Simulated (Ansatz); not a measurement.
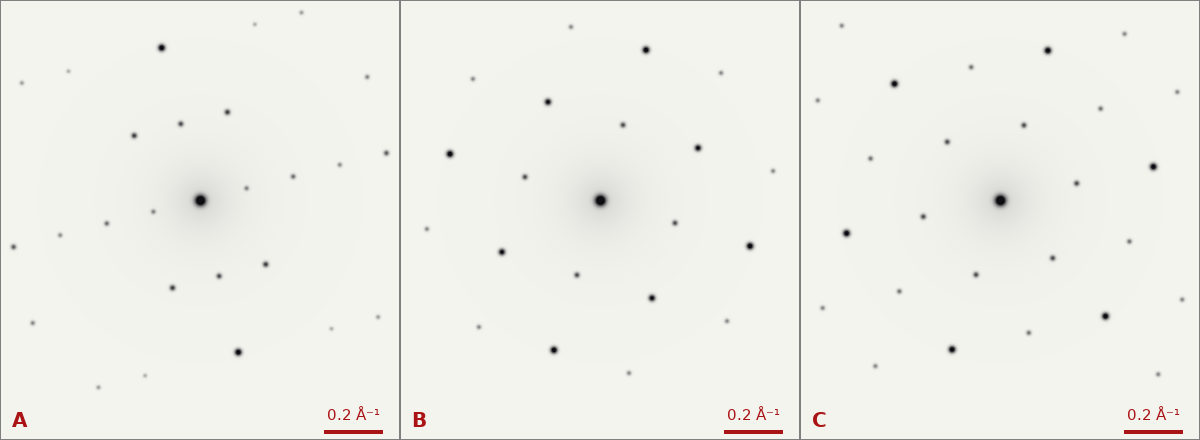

Kinematic zone-axis patterns, calculated for 200 keV electrons with B = 0.5 Å².

All three come from Ti₂AgS₄, space group Fd-3m (No. 227), a = 10.30 Å. Structure: the geometry relaxed with DFT, PAW plane waves, r2scan (Ansatz); the starting structure was generated, so it need not be a known form of this composition.

Assign the zone axes [001], [111], [211] to A, B and C.

Answer. A is [211]: rectangular net of -1 1 1 at d = 5.95 Å and 0 -2 2 at d = 3.64 Å, at 90.0°. B is [001]: square net of 2 -2 0 at d = 3.64 Å and 2 2 0 at d = 3.64 Å, at 90.0°. C is [111]: hexagonal net of -2 2 0 at d = 3.64 Å and -2 0 2 at d = 3.64 Å, at 60.0°.
